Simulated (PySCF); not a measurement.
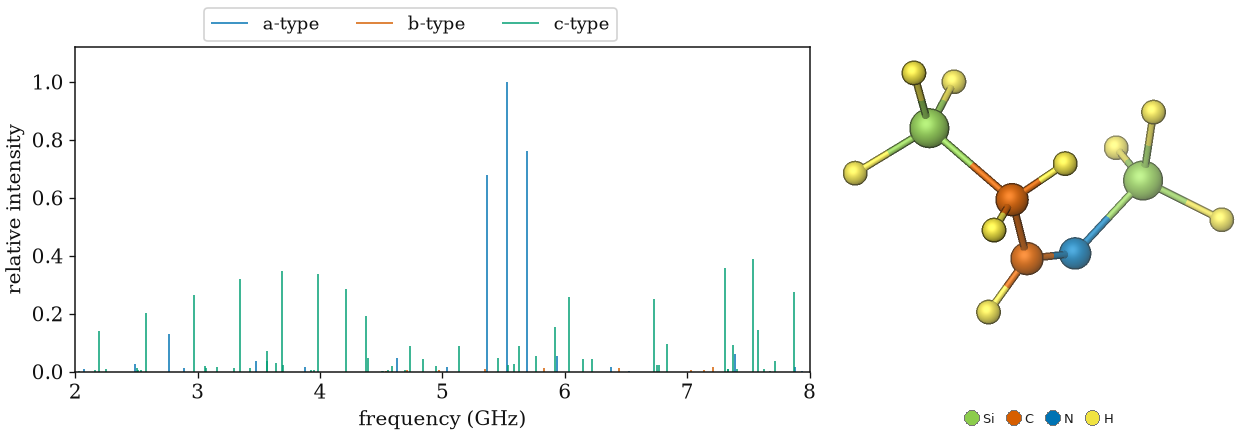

C₂H₉NSi₂, SMILES [SiH3]C/C=N\[SiH3]. Simulated rotational absorption lines between 2 and 8 GHz at 5 K: rigid rotor with the equilibrium constants and dipole of one optimised conformer (PBE0-D3(BJ)/def2-SVP, PySCF), commonest isotopes; no centrifugal distortion, hyperfine structure, internal rotation or nuclear-spin weights; lines within 1 MHz of each other are summed. Lines of different type are drawn apart.

What are the rotational constants, and what kind of rotor is it?

Rotational constants A, B, C = 5.840, 1.465, 1.299 GHz; Ray's κ = −0.93, a near-prolate asymmetric top.

Assign the strongest lines, as J(Ka,Kc).

```tsv
GHz	upper	lower	type	relative intensity
5.52	2(0,2)	1(0,1)	a	1.00
5.69	2(1,1)	1(1,0)	a	0.76
5.36	2(1,2)	1(1,1)	a	0.68
7.54	12(2,11)	12(1,11)	c	0.39
7.31	1(1,0)	0(0,0)	c	0.36
3.69	4(1,4)	4(0,4)	c	0.35
```

Caveats: coarse grid, loose stop and no frequency check, small forces are noise and the end may be a saddle.
